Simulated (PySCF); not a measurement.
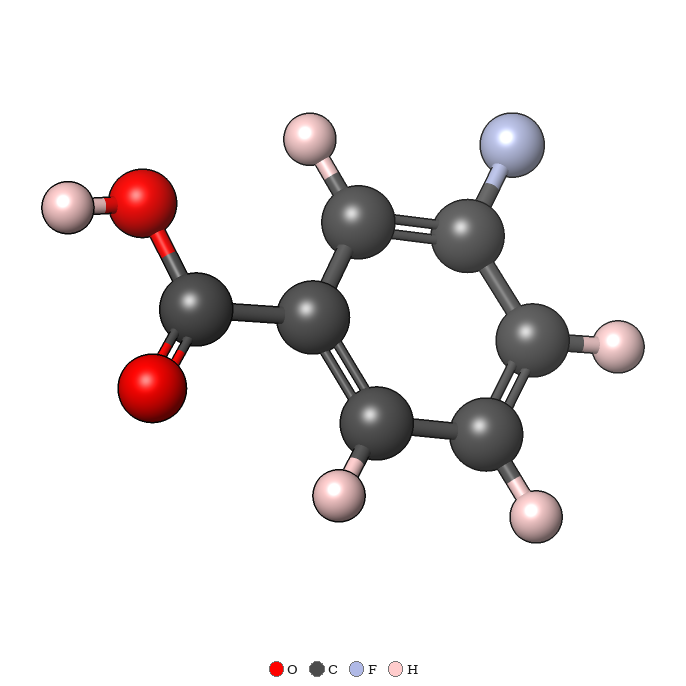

The picture shows a molecular structure as a ball-and-stick model.

The computed structure is the end point of a PBE0-D3(BJ)/def2-TZVP optimisation. No frequency run is at hand to confirm it as a minimum.

Count the atoms of each element.

Answer. C₇H₅FO₂, 15 atoms: 7 carbon, 5 hydrogen, 1 fluorine and 2 oxygen.

Give the symmetry (Schoenflies symbol).

Answer. Cs.

Describe its rings.

Answer. Independent rings (smallest set): 1 of 6 members, 1 of them aromatic.

Name functional groups in it.

Answer. Among them: carboxylic acid, C–F bond.

The parts below concern this one geometry. Atoms keep their numbers from picture to picture.

**Ring current**

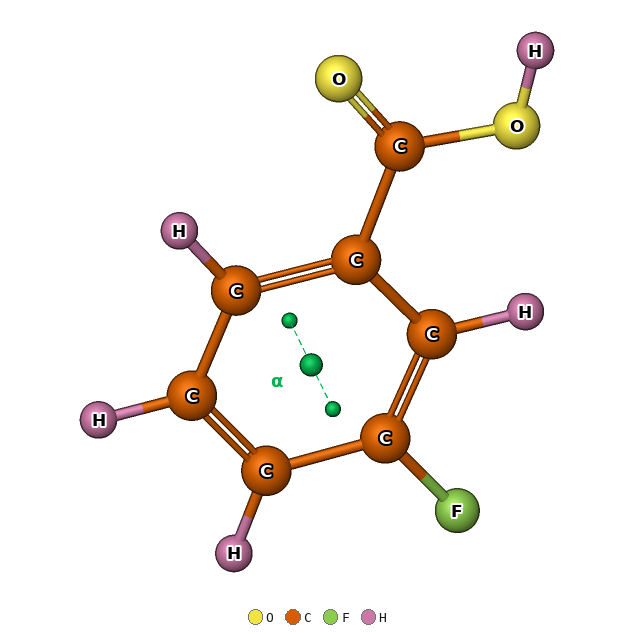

The small points mark where nucleus-independent chemical shifts (NICS) were computed: at the centre of each lettered ring and 1 Å above and below it. No frequency run is at hand to confirm it as a minimum. Level of theory: GIAO ωB97X-D/pcSseg-2 NMR shielding, non-relativistic, gas phase (PySCF 2.14.0).

Give NICS(0), NICS(1) and the out-of-plane component NICS(1)zz for each ring (means of the two sides).

```tsv
ring	members	NICS(0)	NICS(1)	NICS(1)zz
α	C6	−9.9	−10.1	−27.6
```

Values in ppm.

What do the values say about the ring currents?

Answer. Ring α: diatropic, as in an aromatic ring. NICS is one index among several.

**Dipole moment**

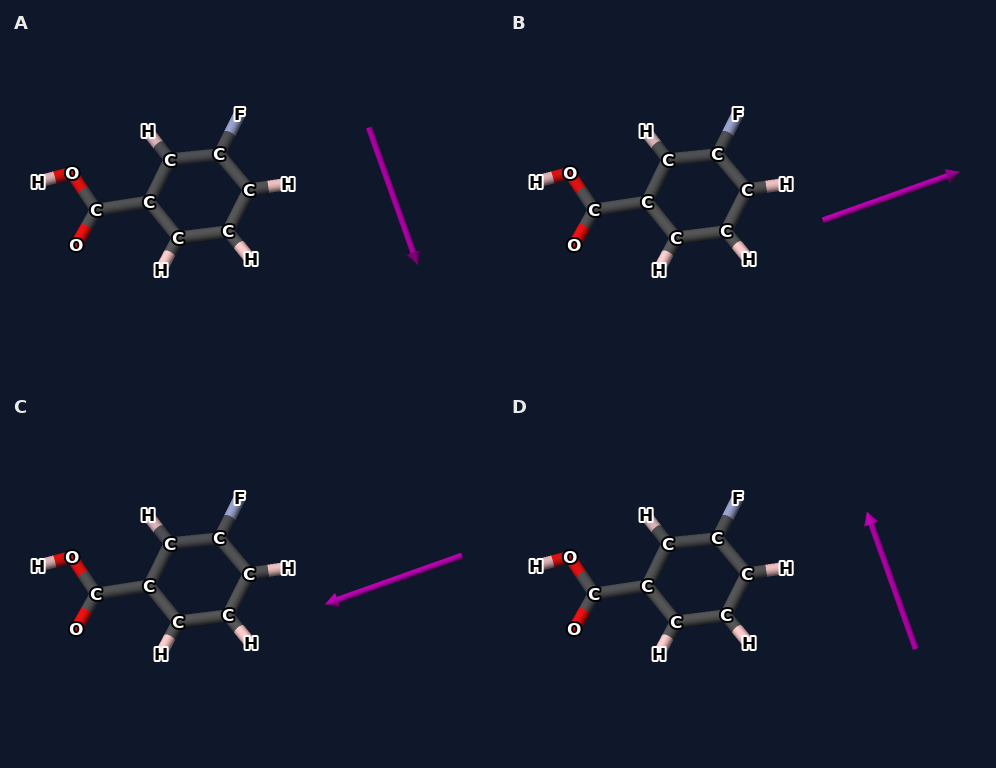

The same molecule four times, each with an arrow. No frequency run is at hand to confirm it as a minimum. Properties computed with ωB97X-D/pcSseg-2 in chloroform (IEF-PCM) (PySCF 2.14.0).

Which arrow points along the dipole moment, from the negative to the positive end?

Answer. B. The dipole moment is 0.86 D.

**NMR shielding**

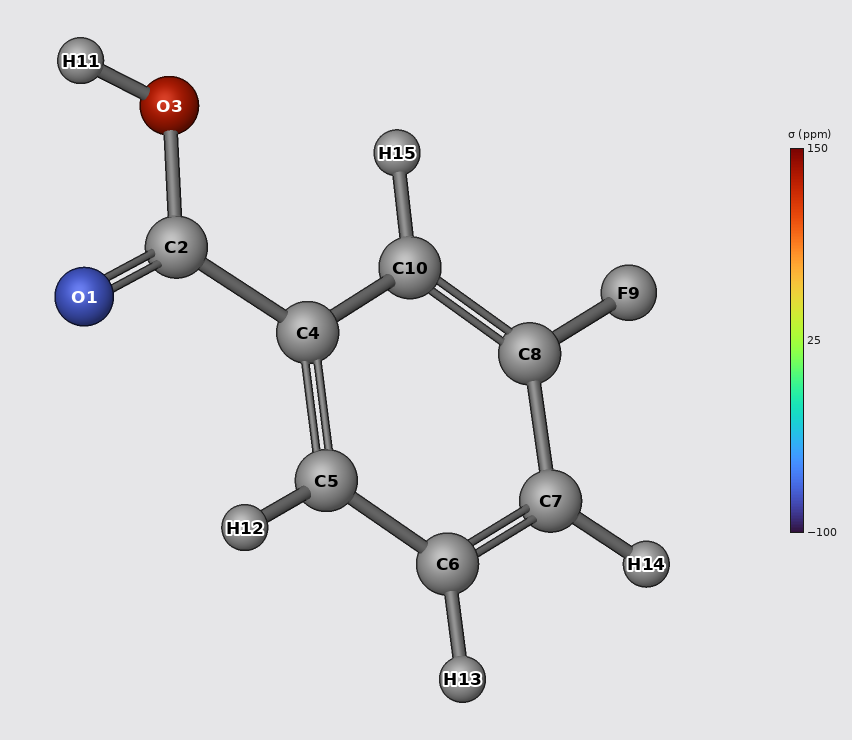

Atoms are coloured by their isotropic NMR shieldings (O only, the others grey). No frequency run is at hand to confirm it as a minimum. Level of theory: GIAO PBE0/pcSseg-2 NMR shielding, non-relativistic, gas phase (PySCF 2.14.0).

List the isotropic NMR shieldings of the O atoms.

| atom | σ (ppm) |
| --- | --- |
| O1 | −75.4 |
| O3 | 131.6 |
